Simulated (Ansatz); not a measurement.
# H7NO2Si2: one species, many methods

Aim: compute H7NO2Si2 with functionals from several rungs and with coupled cluster, and see how far each lands from CCSD(T) at the basis-set limit for the atomisation energy.

The runs use Ansatz 0.2.0, Gaussian basis; functionals in def2-TZVPP, the program's frozen cores in correlated methods.

The runs, in order: PBE-D4, r2SCAN-D4, PBE0-D4, B3LYP-D4, ωB97X-V, ωB97M-V, B2PLYP; CCSD(T)/def2-TZVPP; MP2/def2-QZVPP; extrapolation to the limit.

**1. Structure used throughout**

An earlier PBE0-D4 in a triple-zeta def2 set relaxation fixed the geometry.

SMILES `O[SiH](O)N[SiH3]`, 12 atoms, charge 0, spin multiplicity 1.

Atoms are counted from 1 here; the program's logs count them from 0.

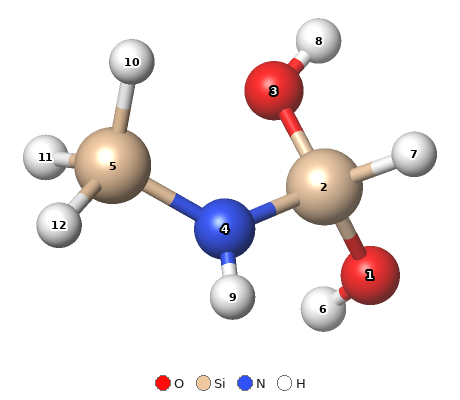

The structure; oxygen red, silicon light orange, nitrogen blue, hydrogen white; atoms are numbered from 1 in the order of the file.

**2. PBE-D4 (GGA)**

in.yaml reads:

```yaml
crystal:
  periodic: [false, false, false]
  atoms:
    - {symbol: O, position_ang: [-1.938946, 1.417119, 0.810873]}
    - {symbol: Si, position_ang: [-0.778203, 0.265243, 0.907327]}
    - {symbol: O, position_ang: [-1.223791, -1.201422, 0.318740]}
    - {symbol: N, position_ang: [0.575210, 0.634543, -0.065700]}
    - {symbol: Si, position_ang: [1.480646, -0.452988, -1.066838]}
    - {symbol: H, position_ang: [-2.248712, 1.648608, -0.067148]}
    - {symbol: H, position_ang: [-0.513014, 0.189570, 2.360628]}
    - {symbol: H, position_ang: [-1.777974, -1.757528, 0.866405]}
    - {symbol: H, position_ang: [0.924938, 1.579776, -0.022531]}
    - {symbol: H, position_ang: [1.891817, -1.670011, -0.321391]}
    - {symbol: H, position_ang: [0.729155, -0.881424, -2.275066]}
    - {symbol: H, position_ang: [2.696674, 0.283314, -1.506100]}
basis:
  gaussian: {orbitals: def2-TZVPP}
hamiltonian: {xc: pbe, dispersion: d4}
output: {forces: true, orbitals: {seedname: orbitals}}
```

Run with:

```bash
> ansatz run in.yaml --threads 4 --pin off --events-out ev --progress --plain --max-ram 10444MiB
```

The program printed (excerpt; [...] marks lines left out):

```text
Functional definition: PBE
  name "PBE"
  cite "Perdew, Burke & Ernzerhof, Phys. Rev. Lett. 77, 3865 (1996) doi:10.1103/PhysRevLett.77.3865"
  parent pbe
[...]
1446 factors; their error is unknown
[...]
mean field -21446.07628506 eV, -788.1287668034 hartree, gradient 2.4e-5 eV, S^2 0.000000; 0 other end points of the search recorded, 0 dependent functions left out
[...]
reference -21446.07633274 eV, -788.1287685556 hartree; 29, 29 occupied and 246, 246 virtual orbitals, 1446 factors
Total energy: -21446.35110509 eV, -788.1388662532 hartree
Atom 0 at    -1.938946     1.417119     0.810873 Å, force    -0.236570     0.283082     0.411464 eV/Å
Atom 1 at    -0.778203     0.265243     0.907327 Å, force     0.127384     0.017067     0.254119 eV/Å
Atom 2 at    -1.223791    -1.201422     0.318740 Å, force     0.128768    -0.236412    -0.439896 eV/Å
Atom 3 at     0.575210     0.634543    -0.065700 Å, force     0.041617    -0.018718    -0.033031 eV/Å
Atom 4 at     1.480646    -0.452988    -1.066838 Å, force     0.101352    -0.108551    -0.105901 eV/Å
Atom 5 at    -2.248712     1.648608    -0.067148 Å, force    -0.146038     0.121981    -0.406680 eV/Å
Atom 6 at    -0.513014     0.189570     2.360628 Å, force     0.027114     0.012665     0.173891 eV/Å
Atom 7 at    -1.777974    -1.757528     0.866405 Å, force    -0.253186    -0.267504     0.247123 eV/Å
Atom 8 at     0.924938     1.579776    -0.022531 Å, force     0.112453     0.315214     0.008705 eV/Å
Atom 9 at     1.891817    -1.670011    -0.321391 Å, force     0.045816    -0.134848     0.073659 eV/Å
Atom 10 at     0.729155    -0.881424    -2.275066 Å, force    -0.074442    -0.053839    -0.134961 eV/Å
Atom 11 at     2.696674     0.283314    -1.506100 Å, force     0.125732     0.069863    -0.048493 eV/Å
Dipole moment:    -0.138014     0.078265    -0.029359 e Å
```

Run time: 2.9 s. Hardware: 4 threads of Arm Neoverse V1, shared host; peak memory 0.39 GiB.

Atomisation energy: 1031.8 kcal/mol (free atoms -21401.608 eV, run apart). HOMO -6.27 eV, LUMO -0.46 eV.

**3. r2SCAN-D4 (meta-GGA)**

in.yaml, as its differences from that of step 2:

```diff
@@ -17,3 +17,3 @@
   gaussian: {orbitals: def2-TZVPP}
-hamiltonian: {xc: pbe, dispersion: d4}
+hamiltonian: {xc: r2scan, dispersion: d4}
 output: {forces: true, orbitals: {seedname: orbitals}}
```

Launched as before.

The program printed (excerpt; [...] marks lines left out):

```text
Functional definition: r2SCAN
  name "r2SCAN"
  cite "Furness, Kaplan, Ning, Perdew & Sun, J. Phys. Chem. Lett. 11, 8208 (2020) doi:10.1021/acs.jpclett.0c02405"
  cite "Furness, Kaplan, Ning, Perdew & Sun, J. Phys. Chem. Lett. 11, 9248 (2020) doi:10.1021/acs.jpclett.0c03077"
  parent r2scan
[...]
1446 factors; their error is unknown
[...]
mean field -21456.57731592 eV, -788.5146725695 hartree, gradient 3.3e-5 eV, S^2 0.000000; 0 other end points of the search recorded, 0 dependent functions left out
[...]
reference -21456.57733033 eV, -788.5146730990 hartree; 29, 29 occupied and 246, 246 virtual orbitals, 1446 factors
Total energy: -21456.64513671 eV, -788.5171649377 hartree
Atom 0 at    -1.938946     1.417119     0.810873 Å, force    -0.038303     0.035351     0.031931 eV/Å
Atom 1 at    -0.778203     0.265243     0.907327 Å, force     0.014709     0.013668     0.074510 eV/Å
Atom 2 at    -1.223791    -1.201422     0.318740 Å, force     0.013301    -0.045693    -0.036006 eV/Å
Atom 3 at     0.575210     0.634543    -0.065700 Å, force     0.007964    -0.009738    -0.006879 eV/Å
Atom 4 at     1.480646    -0.452988    -1.066838 Å, force     0.042353    -0.008209    -0.022796 eV/Å
Atom 5 at    -2.248712     1.648608    -0.067148 Å, force    -0.006760     0.013981    -0.022237 eV/Å
Atom 6 at    -0.513014     0.189570     2.360628 Å, force    -0.004729     0.007093    -0.027872 eV/Å
Atom 7 at    -1.777974    -1.757528     0.866405 Å, force    -0.018080    -0.024919     0.007600 eV/Å
Atom 8 at     0.924938     1.579776    -0.022531 Å, force     0.009840     0.029360    -0.003557 eV/Å
Atom 9 at     1.891817    -1.670011    -0.321391 Å, force    -0.010562     0.017454    -0.019038 eV/Å
Atom 10 at     0.729155    -0.881424    -2.275066 Å, force     0.014793    -0.000254     0.021696 eV/Å
Atom 11 at     2.696674     0.283314    -1.506100 Å, force    -0.024525    -0.028094     0.002648 eV/Å
Dipole moment:    -0.140052     0.080493    -0.029382 e Å
```

Run time: 6 s. Hardware: 4 threads of Arm Neoverse V1, shared host; peak memory 0.42 GiB.

With the free atoms at this level, -21412.103 eV in sum, the atomisation energy is 1027.2 kcal/mol. HOMO -6.58 eV, LUMO 0.07 eV.

**4. PBE0-D4 (hybrid)**

in.yaml, as its differences from that of step 3:

```diff
@@ -17,3 +17,3 @@
   gaussian: {orbitals: def2-TZVPP}
-hamiltonian: {xc: r2scan, dispersion: d4}
-output: {forces: true, orbitals: {seedname: orbitals}}
+hamiltonian: {xc: pbe0, dispersion: d4}
+output: {orbitals: {seedname: orbitals}}
```

Launched as before.

The program printed:

```text
Functional definition: PBE0
  name "PBE0"
  cite "Adamo & Barone, J. Chem. Phys. 110, 6158 (1999) doi:10.1063/1.478522"
  cite "Perdew, Burke & Ernzerhof, Phys. Rev. Lett. 77, 3865 (1996) doi:10.1103/PhysRevLett.77.3865"
  parent pbe
  parameter a = 0.25
  parameter kappa = 0.804
  parameter beta = 0.06672455060314922
  exchange = (1 - a)*pbe_x(kappa = kappa, mu = beta*pi^2/3) + a*exact_x
  correlation = pbe_c(beta = beta)
1452 factors; their error is unknown
mean field evaluation 1: about -21435.3294 eV, gradient 8.8e1 eV
mean field evaluation 2: about -21418.3350 eV, gradient 1.3e2 eV
mean field evaluation 4: about -21447.8539 eV, gradient 3.0e0 eV
mean field evaluation 8: about -21447.8675 eV, gradient 3.9e-2 eV
mean field evaluation 16: about -21447.9139 eV, gradient 2.3e-5 eV
mean field -21447.91393085 eV, -788.1962990404 hartree, gradient 2.3e-5 eV, S^2 0.000000; 0 other end points of the search recorded, 0 dependent functions left out
reference -21447.91396639 eV, -788.1963003465 hartree; 29, 29 occupied and 246, 246 virtual orbitals, 1452 factors
Total energy: -21448.14663200 eV, -788.2048506501 hartree
```

Run time: 3.6 s. Hardware: 4 threads of Arm Neoverse V1, shared host; peak memory 0.75 GiB.

With the free atoms at this level, -21404.129 eV in sum, the atomisation energy is 1015.1 kcal/mol. HOMO -7.64 eV, LUMO 0.39 eV.

**5. B3LYP-D4 (hybrid)**

B3LYP here takes the VWN-RPA correlation.

in.yaml, as its differences from that of step 4:

```diff
@@ -17,3 +17,3 @@
   gaussian: {orbitals: def2-TZVPP}
-hamiltonian: {xc: pbe0, dispersion: d4}
-output: {orbitals: {seedname: orbitals}}
+hamiltonian: {xc: {name: B3LYP}, dispersion: d4}
+output: {forces: true, orbitals: {seedname: orbitals}}
```

Launched as before.

The program printed (excerpt; [...] marks lines left out):

```text
Functional definition: B3LYP
  name "B3LYP"
  cite "Stephens, Devlin, Chabalowski & Frisch, J. Phys. Chem. 98, 11623 (1994) doi:10.1021/j100096a001"
  cite "Becke, Phys. Rev. A 38, 3098 (1988) doi:10.1103/PhysRevA.38.3098"
  cite "Lee, Yang & Parr, Phys. Rev. B 37, 785 (1988) doi:10.1103/PhysRevB.37.785"
  cite "Vosko, Wilk & Nusair, Can. J. Phys. 58, 1200 (1980) doi:10.1139/p80-159"
[...]
1452 factors; their error is unknown
[...]
mean field -21462.12849089 eV, -788.7186744870 hartree, gradient 4.6e-5 eV, S^2 0.000000; 0 other end points of the search recorded, 0 dependent functions left out
[...]
reference -21462.12878499 eV, -788.7186852951 hartree; 29, 29 occupied and 246, 246 virtual orbitals, 1452 factors
Total energy: -21462.57187605 eV, -788.7349685912 hartree
Atom 0 at    -1.938946     1.417119     0.810873 Å, force    -0.099116     0.077429    -0.028416 eV/Å
[...]
Atom 2 at    -1.223791    -1.201422     0.318740 Å, force    -0.061285    -0.126748    -0.004203 eV/Å
Atom 3 at     0.575210     0.634543    -0.065700 Å, force     0.039780     0.065181     0.006318 eV/Å
Atom 4 at     1.480646    -0.452988    -1.066838 Å, force     0.152361    -0.103433    -0.143870 eV/Å
Atom 5 at    -2.248712     1.648608    -0.067148 Å, force    -0.042377     0.050661    -0.009706 eV/Å
Atom 6 at    -0.513014     0.189570     2.360628 Å, force    -0.013706     0.000322    -0.090149 eV/Å
Atom 7 at    -1.777974    -1.757528     0.866405 Å, force    -0.022344    -0.057474    -0.020741 eV/Å
Atom 8 at     0.924938     1.579776    -0.022531 Å, force    -0.001250     0.000906    -0.004353 eV/Å
Atom 9 at     1.891817    -1.670011    -0.321391 Å, force    -0.029568     0.077132    -0.050545 eV/Å
Atom 10 at     0.729155    -0.881424    -2.275066 Å, force     0.048945     0.023312     0.078750 eV/Å
Atom 11 at     2.696674     0.283314    -1.506100 Å, force    -0.073719    -0.051842     0.023659 eV/Å
Dipole moment:    -0.128208     0.074528    -0.025343 e Å
```

It took 5.5 s on 4 threads of Arm Neoverse V1, shared host; peak memory 0.85 GiB.

With the free atoms at this level, -21417.967 eV in sum, the atomisation energy is 1028.6 kcal/mol. HOMO -7.41 eV, LUMO 0.10 eV.

**6. ωB97X-V (range-separated)**

in.yaml, as its differences from that of step 5:

```diff
@@ -17,3 +17,3 @@
   gaussian: {orbitals: def2-TZVPP}
-hamiltonian: {xc: {name: B3LYP}, dispersion: d4}
-output: {forces: true, orbitals: {seedname: orbitals}}
+hamiltonian: {xc: {name: wB97X-V}}
+output: {orbitals: {seedname: orbitals}}
```

Same command.

The program printed (excerpt; [...] marks lines left out):

```text
Functional definition: wB97X-V
  name "wB97X-V"
  cite "Mardirossian & Head-Gordon, Phys. Chem. Chem. Phys. 16, 9904 (2014) doi:10.1039/C3CP54374A"
  cite "Becke, J. Chem. Phys. 107, 8554 (1997) doi:10.1063/1.475007"
  cite "Vydrov & Van Voorhis, J. Chem. Phys. 133, 244103 (2010) doi:10.1063/1.3521275"
[...]
      + integral(e_c_pw_opposite_spin*poly(b97_u_opposite, cos0, cos1)) + vv10(b, c)
1452 factors; their error is unknown
335 factors; integrals over basis functions are off by at most 1.2e-5 eV
[...]
mean field -21456.51064000 eV, -788.5122222748 hartree, gradient 5.0e-5 eV, S^2 0.000000; 0 other end points of the search recorded, 0 dependent functions left out
reference -21456.51063765 eV, -788.5122221882 hartree; 29, 29 occupied and 246, 246 virtual orbitals, 1452 factors
Total energy: -21456.51063765 eV, -788.5122221882 hartree
```

Run time: 8.5 s. Hardware: 4 threads of Arm Neoverse V1, shared host; peak memory 0.92 GiB.

With the free atoms at this level, -21411.593 eV in sum, the atomisation energy is 1035.8 kcal/mol. HOMO -10.06 eV, LUMO 2.30 eV.

**7. ωB97M-V (range-separated)**

in.yaml, as its differences from that of step 6:

```diff
@@ -17,3 +17,3 @@
   gaussian: {orbitals: def2-TZVPP}
-hamiltonian: {xc: {name: wB97X-V}}
-output: {orbitals: {seedname: orbitals}}
+hamiltonian: {xc: {name: wB97M-V}}
+output: {forces: true, orbitals: {seedname: orbitals}}
```

Launched as before.

The program printed (excerpt; [...] marks lines left out):

```text
Functional definition: wB97M-V
  name "wB97M-V"
  cite "Mardirossian & Head-Gordon, J. Chem. Phys. 144, 214110 (2016) doi:10.1063/1.4952647"
  cite "Becke, J. Chem. Phys. 107, 8554 (1997) doi:10.1063/1.475007"
  cite "Vydrov & Van Voorhis, J. Chem. Phys. 133, 244103 (2010) doi:10.1063/1.3521275"
  # Of w^i u^j: cxij and so on, Table III.
[...]
  gx(w, u) = 1 - cx + cx01*u + cx10*w
  gss(w, u) = css00 + css04*u^4 + css10*w + css20*w^2 + css43*w^4*u^3
  gos(w, u) = cos00 + cos10*w + (cos20 + cos21*u)*w^2 + (cos60 + cos61*u)*w^6
[...]
      + integral(e_c_pw_mod_opposite_spin*gos(b97_w_opposite, b97_u_opposite)) + vv10(b, c)
1452 factors; their error is unknown
335 factors; integrals over basis functions are off by at most 1.2e-5 eV
[...]
Atom 2 at    -1.223791    -1.201422     0.318740 Å, force    -0.040855    -0.110229    -0.001933 eV/Å
Atom 3 at     0.575210     0.634543    -0.065700 Å, force     0.025189     0.051056    -0.004221 eV/Å
Atom 4 at     1.480646    -0.452988    -1.066838 Å, force     0.112419    -0.129451    -0.127398 eV/Å
Atom 5 at    -2.248712     1.648608    -0.067148 Å, force     0.002638     0.009827     0.038845 eV/Å
Atom 6 at    -0.513014     0.189570     2.360628 Å, force    -0.030676     0.002684    -0.164803 eV/Å
Atom 7 at    -1.777974    -1.757528     0.866405 Å, force     0.012671    -0.005533    -0.034492 eV/Å
Atom 8 at     0.924938     1.579776    -0.022531 Å, force    -0.002525    -0.011222    -0.004131 eV/Å
Atom 9 at     1.891817    -1.670011    -0.321391 Å, force    -0.052804     0.138582    -0.080891 eV/Å
Atom 10 at     0.729155    -0.881424    -2.275066 Å, force     0.082722     0.048263     0.141832 eV/Å
Atom 11 at     2.696674     0.283314    -1.506100 Å, force    -0.138315    -0.084293     0.050200 eV/Å
Dipole moment:    -0.133988     0.077792    -0.027979 e Å
```

Run time: 13 s. Hardware: 4 threads of Arm Neoverse V1, shared host; peak memory 1.1 GiB.

Atomisation energy: 1034.8 kcal/mol (free atoms -21412.932 eV, run apart). HOMO -9.95 eV, LUMO 1.88 eV.

**8. B2PLYP (double hybrid)**

in.yaml, as its differences from that of step 7:

```diff
@@ -17,3 +17,2 @@
   gaussian: {orbitals: def2-TZVPP}
-hamiltonian: {xc: {name: wB97M-V}}
-output: {forces: true, orbitals: {seedname: orbitals}}
+hamiltonian: {xc: {name: B2PLYP}}
```

Same command.

The program printed (excerpt; [...] marks lines left out):

```text
Functional definition: B2PLYP
  name "B2PLYP"
  cite "Grimme, J. Chem. Phys. 124, 034108 (2006) doi:10.1063/1.2148954"
  cite "Becke, Phys. Rev. A 38, 3098 (1988) doi:10.1103/PhysRevA.38.3098"
  cite "Lee, Yang & Parr, Phys. Rev. B 37, 785 (1988) doi:10.1103/PhysRevB.37.785"
[...]
1618 factors; integrals over basis functions are off by at most 1.3e-3 eV
[...]
mean field -21442.23956095 eV, -787.9877697930 hartree, gradient 3.5e-6 eV, S^2 0.000000; 0 other end points of the search recorded, 0 dependent functions left out
13 core orbitals not correlated: weight in the atoms' cores, before any rotation towards them, 1.000 or more for the frozen orbitals, at most 0.000 for the correlated occupied ones
reference -21442.23974547 eV, -787.9877765741 hartree; 16, 16 occupied and 246, 246 virtual orbitals, 1618 factors
second order -30.78602451 eV of doubles, -0.00000000 eV of singles
Total energy: -21450.55197209 eV, -788.2932452680 hartree
```

It took 6.5 s on 4 threads of Arm Neoverse V1, shared host; peak memory 0.76 GiB.

Atomisation energy: 1018.6 kcal/mol (free atoms -21406.382 eV, run apart).

**9. Orbital energies across the functionals**

Dipoles come from the runs that computed forces. Levels are read from the orbital files that the runs wrote:

```csv
functional,HOMO (eV),LUMO (eV),gap (eV),dipole (D)
PBE-D4,-6.27,-0.46,5.81,0.78
r2SCAN-D4,-6.58,0.07,6.65,0.79
PBE0-D4,-7.64,0.39,8.03,
B3LYP-D4,-7.41,0.10,7.51,0.72
ωB97X-V,-10.06,2.30,12.37,
ωB97M-V,-9.95,1.88,11.83,0.76
```

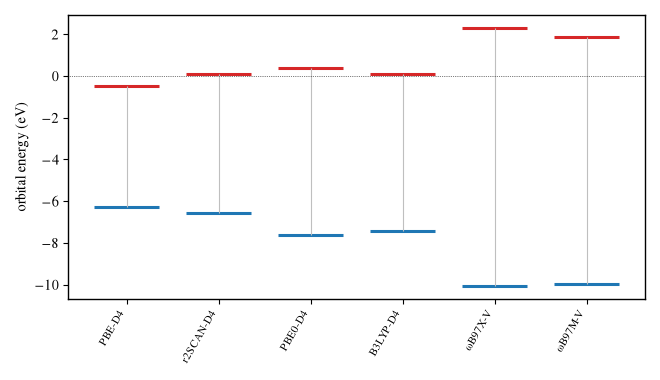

Highest occupied (blue) and lowest empty (red) level by functional.

**10. CCSD(T) in def2-TZVPP**

in.yaml, as its differences from that of step 8:

```diff
@@ -17,2 +17,2 @@
   gaussian: {orbitals: def2-TZVPP}
-hamiltonian: {xc: {name: B2PLYP}}
+correlation: {method: ccsd_t}
```

Same command.

The program printed (excerpt; [...] marks lines left out):

```text
Functional definition: HF
  name "HF"
  cite "Fock, Z. Phys. 61, 126 (1930) doi:10.1007/BF01340294"
  parent pbe
[...]
1618 factors; integrals over basis functions are off by at most 1.3e-3 eV
[...]
mean field -21399.29443831 eV, -786.4095656450 hartree, gradient 2.5e-6 eV, S^2 0.000000; 0 other end points of the search recorded, 0 dependent functions left out
13 core orbitals not correlated: weight in the atoms' cores, before any rotation towards them, 1.000 or more for the frozen orbitals, at most 0.000 for the correlated occupied ones
reference -21399.29443831 eV, -786.4095656450 hartree; 16, 16 occupied and 246, 246 virtual orbitals, 1618 factors
second order -25.55645375 eV of doubles, -0.00000000 eV of singles
cycle   1  -25.90276173 eV  change   -3.5e-1 eV  update   1.0e-1
[...]
cycle   9  -26.62448389 eV  change   -9.1e-6 eV  update   1.5e-5
perturbative correction -0.93318351 eV, -0.0342938614 hartree
Total energy: -21426.85210571 eV, -787.4222912427 hartree
```

It took 4 min on 4 threads of Arm Neoverse V1, shared host; peak memory 7.4 GiB.

**11. MP2 in def2-QZVPP**

in.yaml, as its differences from that of step 10:

```diff
@@ -16,3 +16,3 @@
 basis:
-  gaussian: {orbitals: def2-TZVPP}
-correlation: {method: ccsd_t}
+  gaussian: {orbitals: "def2-QZVPP.json"}
+correlation: {method: mp2}
```

The command is unchanged.

The program printed:

```text
Functional definition: HF
  name "HF"
  cite "Fock, Z. Phys. 61, 126 (1930) doi:10.1007/BF01340294"
  parent pbe
  exchange = exact_x
  correlation = 0
3109 factors; integrals over basis functions are off by at most 1.1e-3 eV
mean field evaluation 1: about -21393.6022 eV, gradient 5.8e1 eV
mean field evaluation 2: about -21393.7403 eV, gradient 5.8e1 eV
mean field evaluation 4: about -21400.0299 eV, gradient 3.8e0 eV
mean field evaluation 8: about -21400.0937 eV, gradient 2.7e-1 eV
mean field -21400.09389860 eV, -786.4389452689 hartree, gradient 2.5e-6 eV, S^2 0.000000; 0 other end points of the search recorded, 0 dependent functions left out
13 core orbitals not correlated: weight in the atoms' cores, before any rotation towards them, 1.000 or more for the frozen orbitals, at most 0.000 for the correlated occupied ones
reference -21400.09389860 eV, -786.4389452689 hartree; 16, 16 occupied and 492, 492 virtual orbitals, 3109 factors
second order -27.57478998 eV of doubles, -0.00000000 eV of singles
Total energy: -21427.66868857 eV, -787.4523001096 hartree
```

It took 35 s on 4 threads of Arm Neoverse V1, shared host; peak memory 3.5 GiB.

Energy pieces by basis (eV):

```csv
basis,HF,MP2 correlation,CCSD correlation,(T),total
def2-TZVPP,-21399.2944,-25.5565,-26.6245,-0.9332,-21426.8521
def2-QZVPP,-21400.0939,-27.5748,,,-21427.6687 (MP2)
```

The report of the def2-TZVPP run gives T1 = 0.0112.

**12. Extrapolating to the complete basis**

This step is arithmetic on the last runs, with X = 3 and 4: exp(−7.88√X) for Hartree-Fock, X^−2.97 for correlation; only MP2 was run in the larger set, so CCSD(T) minus MP2 is added from the smaller one.

```csv
level,energy at the limit (eV)
HF,-21400.2040
MP2,-21429.2739
CCSD,-21430.3419
CCSD(T),-21431.2751
```

**13. Atomisation energies**

Atomisation energy = energies of 2 O, 2 Si, 1 N, 7 H (separate runs, same level) minus the molecule's; electronic only, no spin-orbit term.

Differences are taken before rounding.

```csv
method,rung,atomisation energy (kcal/mol),from CCSD(T)/CBS (kcal/mol),time
PBE-D4,GGA,1031.8,-4.6,2.9 s
r2SCAN-D4,meta-GGA,1027.2,-9.2,6 s
PBE0-D4,hybrid,1015.1,-21.3,3.6 s
B3LYP-D4,hybrid,1028.6,-7.8,5.5 s
ωB97X-V,range-separated,1035.8,-0.6,8.5 s
ωB97M-V,range-separated,1034.8,-1.6,13 s
B2PLYP,double hybrid,1018.6,-17.8,6.5 s
HF/def2-TZVPP,wavefunction,737.5,-298.9,
MP2/def2-TZVPP,wavefunction,1019.2,-17.2,
CCSD/def2-TZVPP,wavefunction,989.8,-46.5,
CCSD(T)/def2-TZVPP,wavefunction,1003.3,-33.1,4 min
MP2/CBS,wavefunction,1052.3,+15.9,
CCSD(T)/CBS,wavefunction,1036.4,0,4.6 min
```

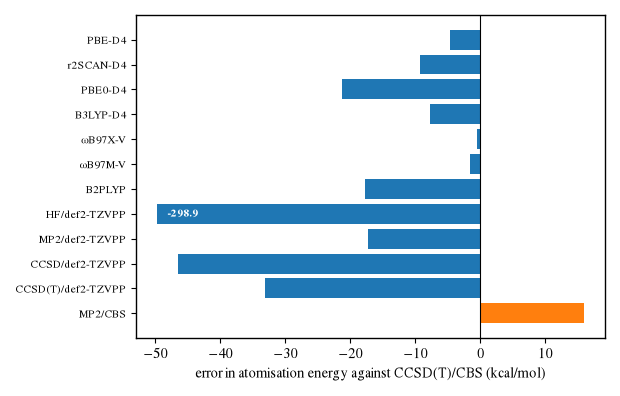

How far each level lands from CCSD(T)/CBS. Bars with a number in them are cut short.

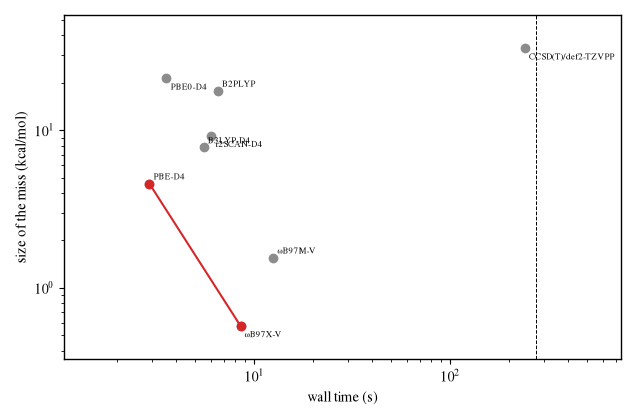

Miss against cost. Red marks the levels that no quicker level drawn beats (of those quicker than the yardstick), and the dashed line is the time of CCSD(T)/CBS. Times are from a shared host.

B2PLYP carry no dispersion term (for B3LYP, D4 adds 10.2 kcal/mol).

Times are those of the molecule's run; HF, MP2 and CCSD come out of the CCSD(T) runs, and the limit's time is the sum of the runs that it needs.

**14. Summary of results**

| quantity | value |
| --- | --- |
| atomisation energy, CCSD(T)/CBS | 1036.4 kcal/mol |
| functionals within 5.2 kcal/mol (0.5 %) | PBE-D4, ωB97X-V, ωB97M-V |
| farthest | PBE0-D4 (-21.3 kcal/mol) |
| mean size of error, hybrid | 14.6 kcal/mol |
| mean size of error, range-separated | 1.1 kcal/mol |
| gap, smallest and largest | 5.81 eV (PBE-D4), 12.37 eV (ωB97X-V) |
| T1 diagnostic | 0.0112 |
| triples share of the correlation energy | 3.4 % |

What this shows: PBE-D4 misses by -4.6 kcal/mol. Double hybrids carry the basis error of their MP2 part in triple zeta, and no dispersion term here, so their miss is partly the set-up's. The reference freezes the cores and leaves out relativity and excitations past (T), so misses under about 5.2 kcal/mol can't be ranked. Hartree-Fock recovers 71 % of the binding; the rest is correlation. Orbital gaps span 5.8 to 12.4 eV; exact exchange widens them.

For cost: ωB97X-V gets within 0.6 kcal/mol in 8.5 s, where CCSD(T)/CBS took 4.6 min; the quickest level in the cost chart, PBE-D4, takes 2.9 s and misses by 4.6 kcal/mol.
